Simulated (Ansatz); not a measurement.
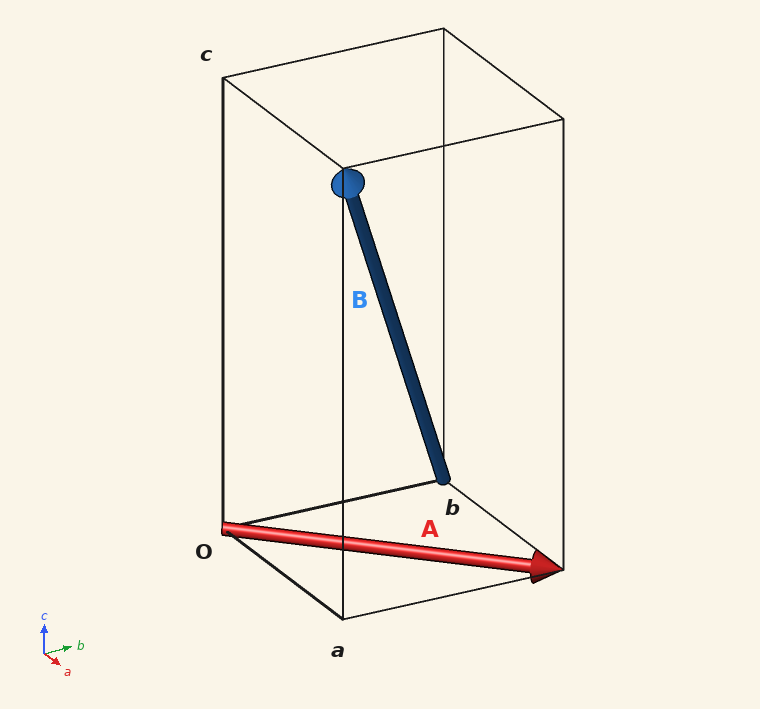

For Rb₂As, the geometry relaxed with DFT PBE+D3(BJ), scalar-relativistic, plane waves, PAW (Ansatz 0.2.0); the starting structure was generated, so it need not be a known form of this composition: each arrow starts at a corner of the unit cell and ends on its surface; where a tip isn't a corner, dashed lines run from it parallel to the axes. The drawing is computed from the coordinates (standard cell, symmetry found to 0.002 Å).

a = 4.119 Å, b = 4.119 Å, c = 8.119 Å, α = 90.00°, β = 90.00°, γ = 90.00°.

> Which lattice directions are drawn?

Arrow A runs from (0, 0, 0) to (1, 1, 0), so [1 1 0]; Arrow B runs from (0, 1, 0) to (1, 0, 1), so [1 −1 1].

> How long is the vector ua + vb + wc in each case, and what angles do the directions make?

A 5.826 Å; B 9.993 Å. A–B: 90.0°.

> In P4/mmm (No. 123), how many directions are equivalent to A (Laue class 4/mmm, both senses counted)?

4.
